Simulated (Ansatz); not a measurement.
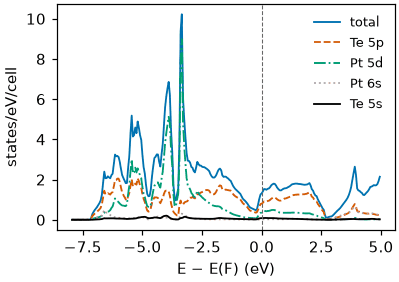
Total and projected density of states of Te2Pt in space group P-3m1 (No. 164; Te on 2d, Pt on 1a), the program Ansatz at the PBE+D3(BJ) level (PAW)

Problem. Which orbitals carry the states next to the Fermi level?

Solution. Within 0.5 eV of the Fermi level: Te 5p 63 %, Pt 5d 26 %, Te 5s 5 %. Projections are on Löwdin-orthogonalised atomic valence shells; empty p or d shells of many metals are not among them.

Problem. Where is the tallest occupied peak in this window, and what makes it?

Solution. Near -3.3 eV, about 10 states/eV per cell; the largest projected share is Pt 5d.

The PBE+D3(BJ) relaxation kept the symmetry of its start. The run is not spin-polarised. Spin–orbit coupling is left out wherever it is not named.

Potentials: the earlier of the program's two PAW sets.
